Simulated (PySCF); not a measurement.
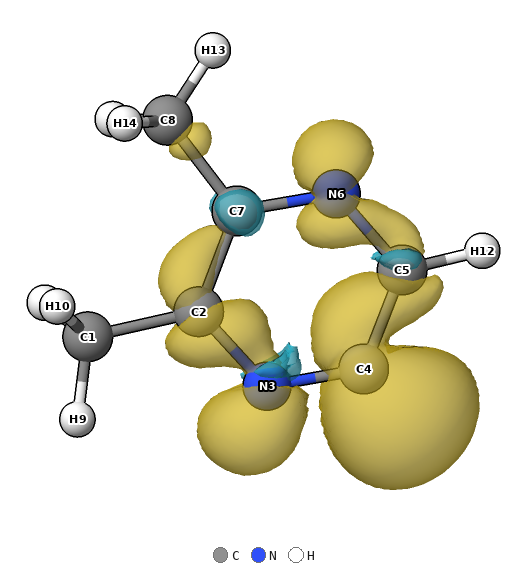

The picture shows: C6H7N2 (SMILES Cc1n[c]cnc1C) (doublet). Isosurfaces of the spin density at +0.015 (yellow) and −0.015 e/Å³ (cyan), seen across its widest extent.

Geometry: GFN2-xTB.

Level of theory: UKS B3LYP, pcH-1 on C H N, non-relativistic, mean-field spin-orbit, GIAO in PySCF 2.14.0, density-fitted response routines.

```xyz
15

C    -0.8442   -1.7151   -0.4559
C     0.2498   -0.7302   -0.2280
N     1.5121   -1.0902   -0.4012
C     2.4960   -0.2819   -0.2179
C     2.2845    1.0312    0.1777
N     1.0377    1.4231    0.3586
C     0.0233    0.5996    0.1720
C    -1.3574    1.1277    0.3988
H    -0.4209   -2.6699   -0.7547
H    -1.4276   -1.8508    0.4543
H    -1.5163   -1.3611   -1.2371
H     3.0670    1.7527    0.3473
H    -1.3008    2.1687    0.7030
H    -1.8607    0.5529    1.1748
H    -1.9471    1.0514   -0.5135
```

Which atoms carry the spin?

Answer. The unpaired spin (1 electron) lies mostly on C4 (about 0.7) and N3 (about 0.2), in electrons by Hirshfeld's partition.
